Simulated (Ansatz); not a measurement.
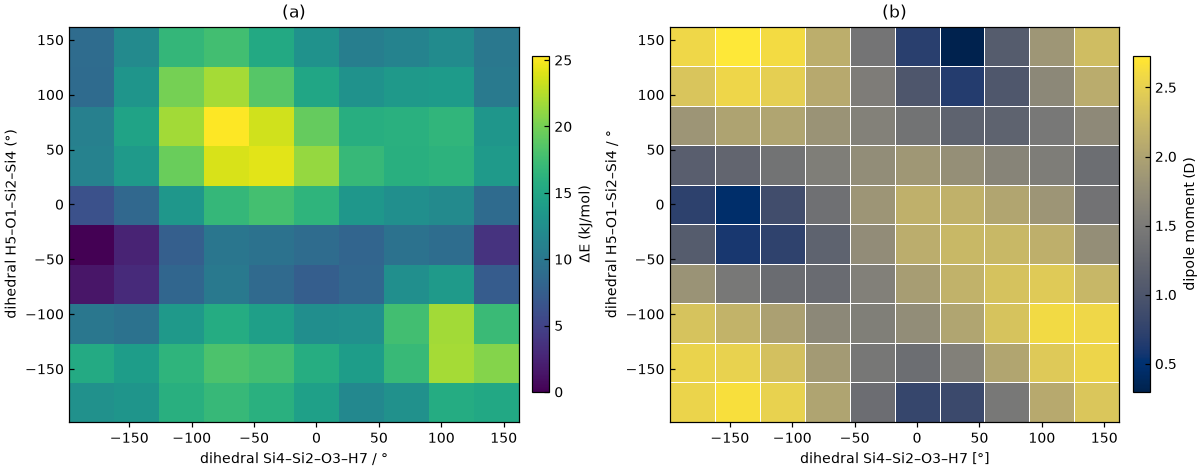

H₅O₂Si₂, SMILES O[SiH](O)[SiH2], spin multiplicity 2. Coordinates scanned: (1) dihedral Si4–Si2–O3–H7; (2) dihedral H5–O1–Si2–Si4. Nothing is relaxed (all other coordinates rigid). The scan uses a 10 × 10 grid. Points are written as (first, second). Energies: kJ/mol, counted from the lowest grid point. The calculation used UKS B3LYP-D4/def2-SVP in Ansatz 0.2.0.

Panel (a) is the energy; panel (b) is the computed dipole moment, in D.

In the figure: one coloured cell a grid point.

How does the dipole moment vary over the map, and what is it at the lowest grid point?

Leaving out the highest fifth of the energies, it runs from 0.30 D at (36°, 144°) to 2.73 D at (−144°, 144°). At the lowest grid point, (−180°, −36°), it is 1.09 D.

| dihedral H5–O1–Si2–Si4 ↓, dihedral Si4–Si2–O3–H7 → | −180 | −144 | −108 | −72 | −36 | 0 | 36 | 72 | 108 | 144 |
| --- | --- | --- | --- | --- | --- | --- | --- | --- | --- | --- |
| 144 | 2.56 | 2.73 | 2.61 | 2.12 | 1.42 | 0.69 | 0.30 | 1.09 | 1.84 | 2.30 |
| 108 | 2.38 | 2.55 | 2.48 | 2.08 | 1.53 | 1.01 | 0.66 | 1.02 | 1.67 | 2.10 |
| 72 | 1.83 | 2.00 | 2.02 | 1.81 | 1.58 | 1.40 | 1.18 | 1.18 | 1.47 | 1.68 |
| 36 | 1.12 | 1.22 | 1.41 | 1.54 | 1.73 | 1.86 | 1.77 | 1.62 | 1.53 | 1.33 |
| 0 | 0.72 | 0.45 | 0.89 | 1.36 | 1.84 | 2.15 | 2.16 | 2.03 | 1.84 | 1.39 |
| −36 | 1.09 | 0.59 | 0.74 | 1.18 | 1.72 | 2.11 | 2.24 | 2.24 | 2.14 | 1.75 |
| −72 | 1.81 | 1.47 | 1.31 | 1.30 | 1.58 | 1.93 | 2.17 | 2.35 | 2.44 | 2.23 |
| −108 | 2.36 | 2.18 | 1.97 | 1.67 | 1.56 | 1.74 | 2.02 | 2.36 | 2.60 | 2.57 |
| −144 | 2.53 | 2.51 | 2.33 | 1.89 | 1.45 | 1.33 | 1.57 | 2.03 | 2.43 | 2.55 |
| −180 | 2.54 | 2.65 | 2.51 | 2.01 | 1.33 | 0.79 | 0.83 | 1.47 | 2.08 | 2.39 |
